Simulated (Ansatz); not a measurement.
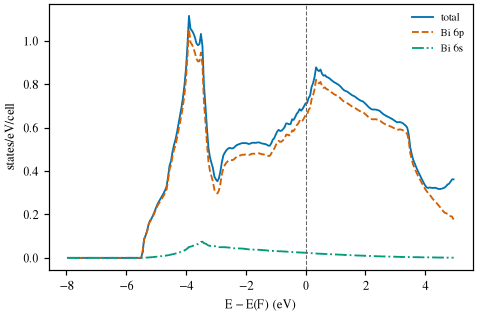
Total and projected density of states of Bi (fcc (Cu type), Fm-3m), PBEsol (plane waves, PAW; program Ansatz)

### Question
Which orbitals carry the states next to the Fermi level?

### Answer
Within 0.5 eV of the Fermi level: Bi 6p 93 %. Projections are on Löwdin-orthogonalised atomic valence shells; empty p or d shells of many metals are not among them.

### Question
Where is the tallest occupied peak in this window, and what makes it?

### Answer
Near -3.9 eV, about 1.1 states/eV per cell; the largest projected share is Bi 6p.

The start of the workflow was typed in or built on a structure type; neither database checked (COD, Materials Project) lists it. It is not the phase usual at ambient conditions (space group No. 166). Symmetry was held in the PBEsol relaxation. At this level the phase is mechanically unstable. Spin–orbit coupling is left out wherever it is not named.

Potentials: the earlier of the program's two PAW sets. The files were generated under PBE; for other functionals the program regenerates the frozen cores, and for LDA and PBEsol the local potential too.
